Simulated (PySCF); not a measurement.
**H13NO3Si5 (SMILES [SiH3]N[Si](O[SiH3])(O[SiH3])O[SiH3]): density, localisation and related maps**

```yaml
atoms:
  - { symbol: Si, position_ang: [0.3419, -1.7490, 1.9784] }
  - { symbol: O, position_ang: [0.1734, -0.2106, 1.3800] }
  - { symbol: Si, position_ang: [-0.0360, 0.6513, -0.0067] }
  - { symbol: O, position_ang: [1.4191, 1.1866, -0.5598] }
  - { symbol: Si, position_ang: [2.9629, 0.6076, -0.7668] }
  - { symbol: O, position_ang: [-0.7116, -0.3650, -1.1084] }
  - { symbol: Si, position_ang: [-0.5592, -1.6895, -2.0906] }
  - { symbol: N, position_ang: [-1.0091, 2.0237, 0.2626] }
  - { symbol: Si, position_ang: [-2.6343, 2.0624, 0.8872] }
  - { symbol: H, position_ang: [0.4169, -1.6677, 3.4632] }
  - { symbol: H, position_ang: [1.5950, -2.3686, 1.4485] }
  - { symbol: H, position_ang: [-0.8222, -2.5959, 1.5800] }
  - { symbol: H, position_ang: [3.6937, 1.5413, -1.6672] }
  - { symbol: H, position_ang: [2.9158, -0.7525, -1.3885] }
  - { symbol: H, position_ang: [3.6687, 0.5154, 0.5448] }
  - { symbol: H, position_ang: [0.1537, -2.7863, -1.3656] }
  - { symbol: H, position_ang: [-1.9202, -2.1546, -2.4778] }
  - { symbol: H, position_ang: [0.2176, -1.3352, -3.3152] }
  - { symbol: H, position_ang: [-0.5770, 2.9023, -0.0078] }
  - { symbol: H, position_ang: [-2.7281, 2.8780, 2.1373] }
  - { symbol: H, position_ang: [-3.5990, 2.6392, -0.0996] }
  - { symbol: H, position_ang: [-3.0164, 0.6521, 1.1862] }
```

Geometry: PBE0-D3(BJ)/def2-SVP.

These are results of PBE0/pcSseg-1, SCF density, gas phase, non-relativistic in PySCF, not measurements.

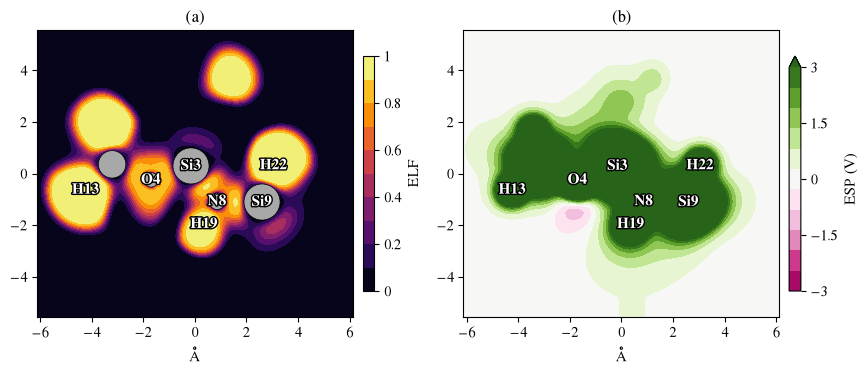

Figure 1. (a) ELF; (b) electrostatic potential on the plane of atoms Si3, N8 and H19. Grey discs cover the atomic cores in the ELF map.

Q: Read the bonding off the picture.

A: The section cuts through Si, O, N and H sites. Si–O (1.65 Å): the ELF peaks at about 0.85 between the atoms: a shared but strongly polarised pair. Si–N (1.70 Å): the ELF peaks at about 0.90 between the atoms, as expected for a shared but strongly polarised pair. N–H (1.02 Å): the ELF climbs to about 1 towards the hydrogen, as it does in any bond to H: a covalent bond by its length. Si–H (1.49 Å): the ELF climbs to about 1 towards the hydrogen. The ELF also peaks beside O4, away from the bonds: lone-pair regions. Outside the dense part of the molecule the potential is most negative (−1.1 V) near O4.

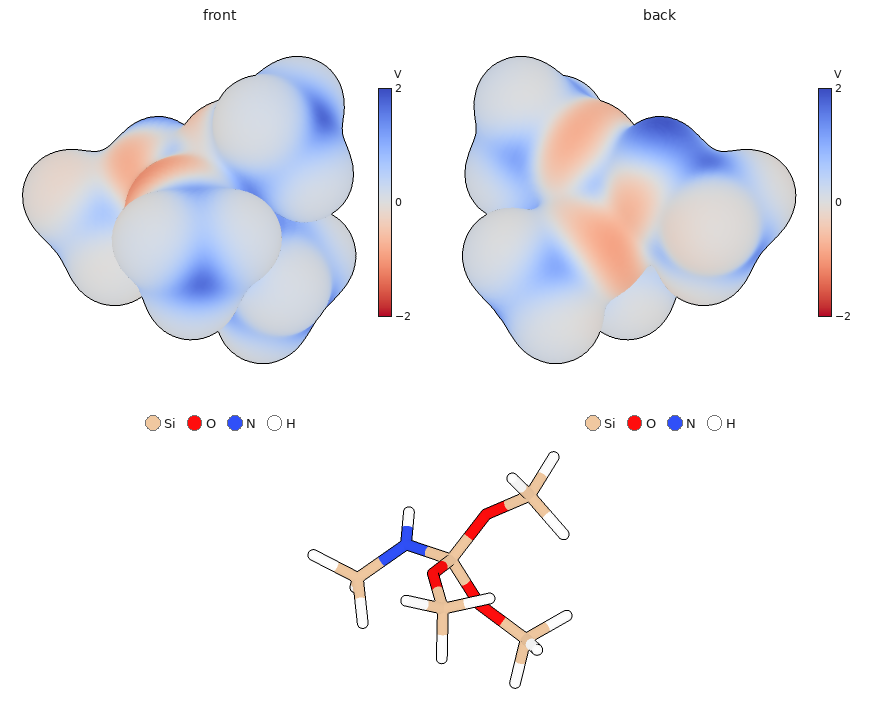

Figure 2. The electrostatic potential painted on the density surface at 0.002 e/bohr³, seen from the front and from behind; the colour scale runs from red (negative) to blue (positive). The bare structure is drawn below in the same view.

Q: Which sites attract a positive test charge, and which a negative one?

A: A positive charge is drawn to the negative regions and a negative charge to the positive ones. The most negative region (about −1.0 V, or −23 kcal/mol for a unit charge) lies over O2, the most positive (about +1.7 V, or +39 kcal/mol for a unit charge) over Si3, Si5 and H19. O2 is the likeliest acceptor of a hydrogen bond.

Q: How polar is the molecule by this calculation?

A: Its dipole moment is 0.76 D.
